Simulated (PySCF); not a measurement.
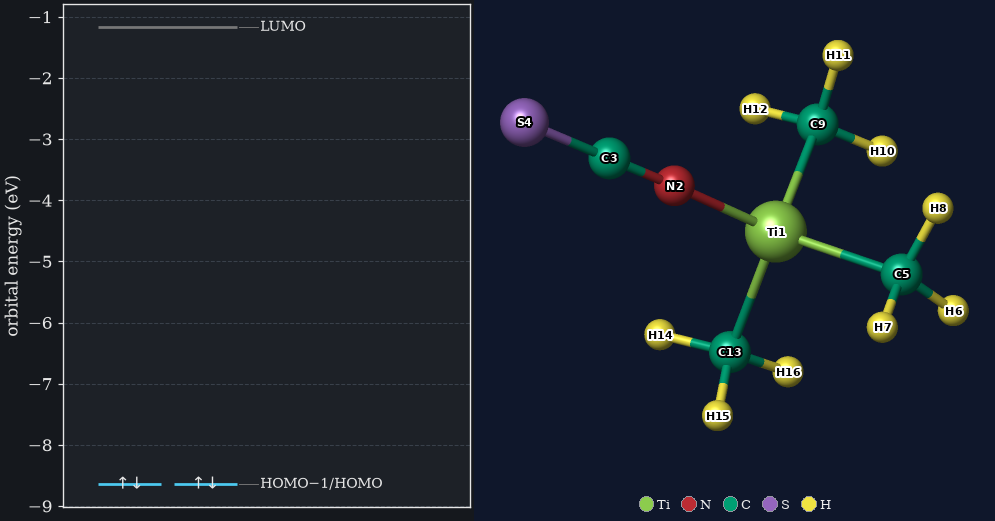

C₄H₉NSTi, singlet. Kohn-Sham orbital energies near the frontier, CAM-B3LYP/def2-SVPD in PySCF 2.14.0, at a PBE0-D3(BJ)/def2-SVP geometry (no frequency check), isolated molecule; empty levels in grey, levels within 0.03 eV side by side.

Q: Where do the frontier orbitals lie?

A: HOMO at −8.64 eV, LUMO at −1.17 eV, 7.47 eV apart.

Q: List the levels with the atoms that carry most of them (a dash for levels above zero or within 0.03 eV of another, where shares mean little).

A:
| orbital | energy (eV) | Löwdin shares |
| --- | --- | --- |
| LUMO | −1.17 | Ti1 66 %, S4 9 %, C3 8 % |
| HOMO | −8.64 | – |
| HOMO−1 | −8.64 | – |
